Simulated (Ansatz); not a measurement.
All values below come from PBE (plane waves to 420 eV, PAW; Ansatz, an electronic-structure program).

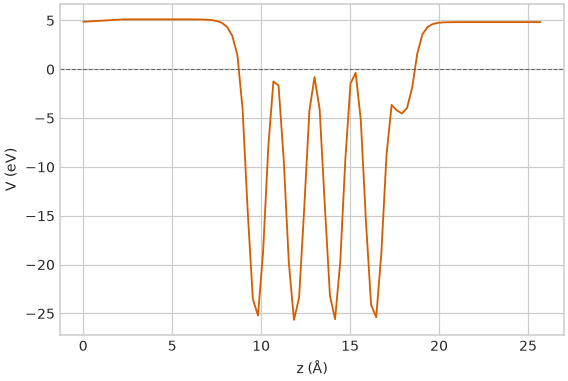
Figure: Plane-averaged electrostatic potential energy along the normal, in eV from the Fermi level, for S on the 1x1 (111) surface of fcc Rh, one in a 2x1 cell, started at the site 'hollow Rh-Rh-Rh over Rh at depth 2.2 Å'

Model: 9-atom slab, 6.5 Å thick at the start under the adsorbate (thin: gaps and levels are the slab's own), 6x12x1 mesh, Fermi-Dirac 0.1 eV, dipole correction, 4 atoms held, the rest relaxed; held to the start's symmetry, so lower structures may exist; no spin, no spin-orbit, no U, no dispersion correction. At the end it is bonded to 3 Rh. In PBE this state lies 0.03 eV over the lowest of the starts that converged ('hollow Rh-Rh-Rh over Rh at depth 4.4 Å').

The vacuum level lies 4.84 eV above the Fermi level over the top face and 5.12 eV above it under the bottom face.
